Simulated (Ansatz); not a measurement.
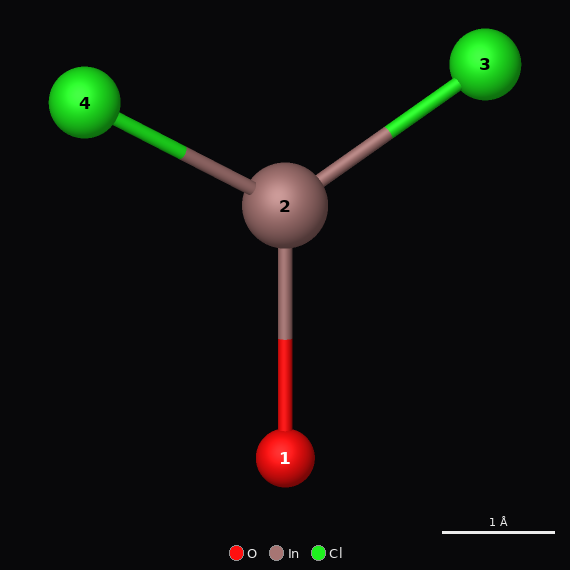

The picture comes from a calculation with Ansatz.

Atoms carry their numbers in the input. State: neutral, doublet. Geometry: moved along internal coordinates away from the minimum.

**Describe the coordination of atom 2.**

In2 has 3 neighbours (O1 at 2.31, Cl3 at 2.29, Cl4 at 2.29 Å); the arrangement is trigonal planar.
